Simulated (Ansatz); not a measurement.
**A computed series for ScAl3: response to strain**

The reference is ScAl₃ in the Cu3Au type structure (space group Pm-3m, No. 221; a = 4.072 Å; relaxed with 0.1 eV smearing).

Strains are applied to the cell and any free atomic positions relax.

Level of theory: PBEsol, PAW, 420 eV (Ansatz, a first-principles code; without spin-orbit coupling).

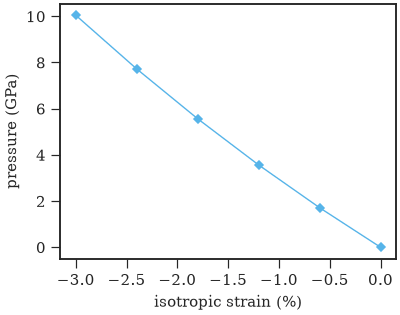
Figure. Pressure against isotropic strain

From the plot, what is the pressure for isotropic strain −0.60 %?

About 1.7 GPa.

Is the trend monotonic over the range shown?

Yes, it falls throughout, spanning 0.0 GPa to 10.0 GPa.

Whether these cells are dynamically stable was not tested. All final runs are without spin polarisation.
